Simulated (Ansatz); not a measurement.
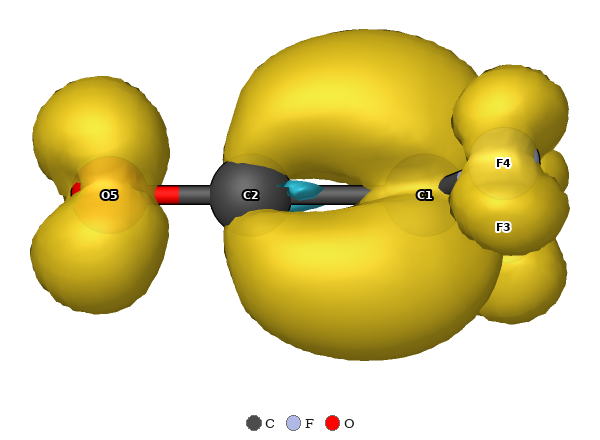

*C₂F₂O (SMILES O=[C+][C](F)F) (charge +1, doublet). Isosurfaces of the spin density (α minus β) at +0.03 (yellow) and −0.03 e/Å³ (cyan), seen from one side.*

Geometry: PBE0-D3(BJ)/def2-SVP.

Theory: isolated molecule in a Gaussian basis; Kohn-Sham density functional theory, functional PBE0 (Ansatz).

```json
{"atom": "C", "x (Å)": "-2.5029", "y (Å)": "-0.9840", "z (Å)": "2.1078"}
{"atom": "C", "x (Å)": "-2.4504", "y (Å)": "0.3541", "z (Å)": "1.7120"}
{"atom": "F", "x (Å)": "-2.9919", "y (Å)": "-1.2907", "z (Å)": "3.2299"}
{"atom": "F", "x (Å)": "-2.0612", "y (Å)": "-1.8853", "z (Å)": "1.3429"}
{"atom": "O", "x (Å)": "-2.4080", "y (Å)": "1.4365", "z (Å)": "1.3919"}
```

Which atoms carry the spin?

The unpaired spin (1 electron) lies mostly on C1 (about 0.4), O5 (about 0.2), C2 (about 0.2), F3 (about 0.1) and F4 (about 0.1), in electrons by Hirshfeld's partition.
